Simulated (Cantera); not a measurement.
A closed system holds: 1 mol Si3H8, 0.087 mol Cl2, 7.9 mol H2, a varied amount of HCl, at 977 °C and 101000 Pa.

Equilibrium computed with Cantera from the NASA thermochemical tables; the gas is ideal and each condensed phase is pure. Candidate condensed phases: Si; 19 gas species. The feed counts by its element totals alone. The tables' values for SiCl3 are old estimates; treat these amounts as uncertain. The numbers say what is thermodynamically allowed, not how fast it happens.

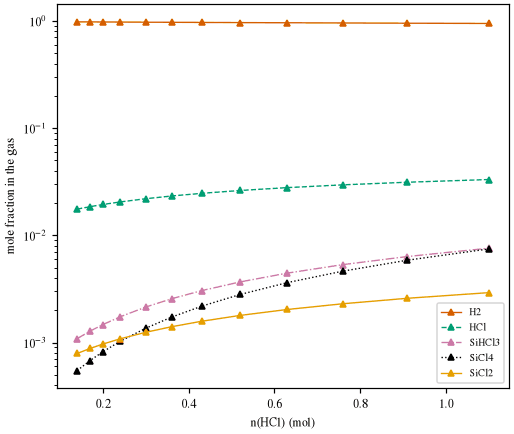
*Equilibrium gas composition (values under 1e-9 drawn at 1e-9)*

### Question
Read off the mole fractions at 0.2 mol HCl.

### Answer
H2 about 0.98, HCl about 0.019, SiHCl3 about 0.0015, SiCl2 about 0.00097, SiCl4 about 0.00082.
